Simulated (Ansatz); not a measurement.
# B3H3O3 (SMILES B1OBOBO1) at CCSD/6-31G(d) (spherical functions)

Aim: the vertical ionisation energy of B3H3O3 at CCSD/6-31G* (spherical functions), from 2 runs. 

Program for the calculation: Ansatz 0.2.0.

53 further runs of the same task are left out: 3 that didn't finish, 50 set aside as unsound or not needed.

## Step 1: The system as given

The species is B3H3O3 (9 atoms), meant as a singlet with charge 0. As SMILES, `B1OBOBO1`. The coordinates come from a PBE0-D4/def2-TZVP relaxation. This is one conformer, not always the lowest.

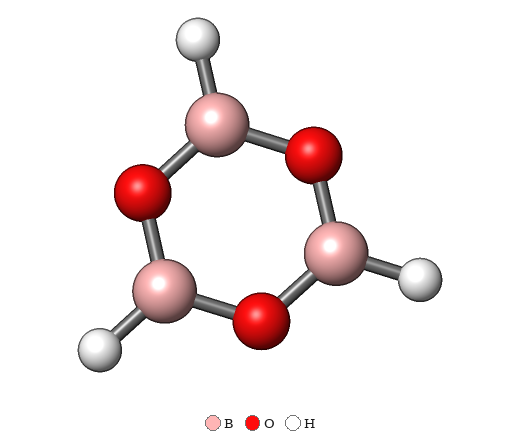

Viewed from a chosen angle; boron pink, oxygen red, hydrogen white.

## Step 2: The energy at CCSD/6-31G(d) (spherical functions)

Contents of input.yaml:

```yaml
basis:
  gaussian: {orbitals: 6-31G_st_-spherical.json}
crystal:
  periodic: [false, false, false]
  atoms:
    - {symbol: B, position_ang: [1.301600, 0.115800, -0.424700]}
    - {symbol: O, position_ang: [0.612800, -1.053500, -0.624800]}
    - {symbol: B, position_ang: [-0.686900, -1.172700, -0.202300]}
    - {symbol: O, position_ang: [-1.297400, -0.115400, 0.423200]}
    - {symbol: B, position_ang: [-0.614800, 1.056900, 0.626900]}
    - {symbol: O, position_ang: [0.684600, 1.168900, 0.201600]}
    - {symbol: H, position_ang: [2.429300, 0.216200, -0.792600]}
    - {symbol: H, position_ang: [-1.281900, -2.188700, -0.377500]}
    - {symbol: H, position_ang: [-1.147300, 1.972500, 1.170100]}
correlation: {method: ccsd, frozen_orbitals: {B: 1, H: 0, O: 1}}
accuracy: high
scf: {omitted_lower_state_checks: [cluster_reference, increment]}
```

The basis set 6-31G* is read from a file made from the Basis Set Exchange's data (not shown).

On the command line:

```console
ansatz run input.yaml --threads 1 --pin off --max-ram 3480MiB --events-out events.jsonl --progress --plain --runs-dir runs
```

What it wrote, cut to the lines that bear on the results:

```text
Warning: RAYON_NUM_THREADS=1 ignored (pool sized by the plan → 1); use --threads N
Functional definition: HF
  name "HF"
[...]
2137 factors; integrals over basis functions are off by at most 2.8e-9 eV
[...]
mean field -8182.39755732 eV, -300.6975640033 hartree, gradient 3.6e-8 eV, S^2 0.000000; 0 other end points of the search recorded, 0 dependent functions left out
6 core orbitals not correlated: weight in the atoms' cores, before any rotation towards them, 1.000 or more for the frozen orbitals, at most 0.000 for the correlated occupied ones
reference -8182.39755732 eV, -300.6975640033 hartree; 15, 15 occupied and 69, 69 virtual orbitals, 2137 factors
second order -19.82274258 eV of doubles, -0.00000000 eV of singles
cycle   1  -19.93204861 eV  change   -1.1e-1 eV  update   1.2e-1
[...]
cycle  18  -20.57801661 eV  change   -1.2e-9 eV  update   1.7e-9
Total energy: -8202.97557393 eV, -301.4537921654 hartree
Checks for a lower state left out: cluster_reference, increment
```

Wall time 20 s (1 thread of Arm Neoverse V1, shared host); peak memory 0.6 GiB.

## Step 3: The doublet cation at the same level

Contents of in.yaml:

```yaml
basis:
  gaussian:
    orbitals: 6-31G_st_-spherical.json
crystal:
  periodic: [false, false, false]
  atoms:
    - {symbol: B, position_ang: [1.301600, 0.115800, -0.424700]}
    - {symbol: O, position_ang: [0.612800, -1.053500, -0.624800]}
    - {symbol: B, position_ang: [-0.686900, -1.172700, -0.202300]}
    - {symbol: O, position_ang: [-1.297400, -0.115400, 0.423200]}
    - {symbol: B, position_ang: [-0.614800, 1.056900, 0.626900]}
    - {symbol: O, position_ang: [0.684600, 1.168900, 0.201600]}
    - {symbol: H, position_ang: [2.429300, 0.216200, -0.792600]}
    - {symbol: H, position_ang: [-1.281900, -2.188700, -0.377500]}
    - {symbol: H, position_ang: [-1.147300, 1.972500, 1.170100]}
total_charge: 1
magnetization:
  spin_polarized: true
  initial_magnetization: 1
correlation:
  method: ccsd
  frozen_orbitals: {B: 1, H: 0, O: 1}
accuracy: high
scf:
  omitted_lower_state_checks: [cluster_reference, increment]
```

The basis set 6-31G* is read from a file made from the Basis Set Exchange's data (not shown).

On the command line:

```console
ansatz run in.yaml --threads 1 --pin off --max-ram 3480MiB --events-out events.jsonl --progress --plain --runs-dir runs
```

What it wrote, cut to the lines that bear on the results:

```text
Warning: RAYON_NUM_THREADS=1 ignored (pool sized by the plan → 1); use --threads N
[... 2 set-up lines as earlier in the session ...]
[...]
2135 factors; integrals over basis functions are off by at most 3.1e-9 eV
[...]
mean field -8170.45787136 eV, -300.2587886371 hartree, gradient 2.7e-8 eV, S^2 0.762913; 9 other end points of the search recorded, 0 dependent functions left out
6 core orbitals not correlated: weight in the atoms' cores, before any rotation towards them, 1.000 or more for the frozen orbitals, at most 0.000 for the correlated occupied ones
reference -8170.45787136 eV, -300.2587886371 hartree; 15, 14 occupied and 69, 70 virtual orbitals, 2135 factors
second order -18.85548828 eV of doubles, -0.00000000 eV of singles
cycle   1  -19.09620803 eV  change   -2.4e-1 eV  update   1.6e-1
[...]
cycle  43  -20.25920564 eV  change   -1.7e-9 eV  update   3.2e-9
Total energy: -8190.71707700 eV, -301.0033007123 hartree
Checks for a lower state left out: cluster_reference, increment
```

Wall time 3.2 min (1 thread of Arm Neoverse V1, shared host); peak memory 1.2 GiB.

## Step 4: Outcome

Level: CCSD/6-31G* (spherical functions), 6 core orbitals frozen.

```
                                                   quantity          value
                               singlet B3H3O3: total energy  -301.45379 Eh
singlet B3H3O3: correlation energy (6 core orbitals frozen)     -756.2 mEh
                              singlet B3H3O3: T1 diagnostic          0.016
                               doublet cation: total energy  -301.00330 Eh
doublet cation: correlation energy (6 core orbitals frozen)     -744.5 mEh
          doublet cation: ⟨S²⟩ of the reference determinant          0.763
                              doublet cation: T1 diagnostic          0.062
         vertical ionisation energy (to the doublet cation)      12.258 eV
```

In words: The vertical ionisation energy comes to 12.26 eV (1183 kJ/mol). The T1 diagnostic (doublet cation) of 0.062 is above the customary mark for such species, so a single reference may not serve.
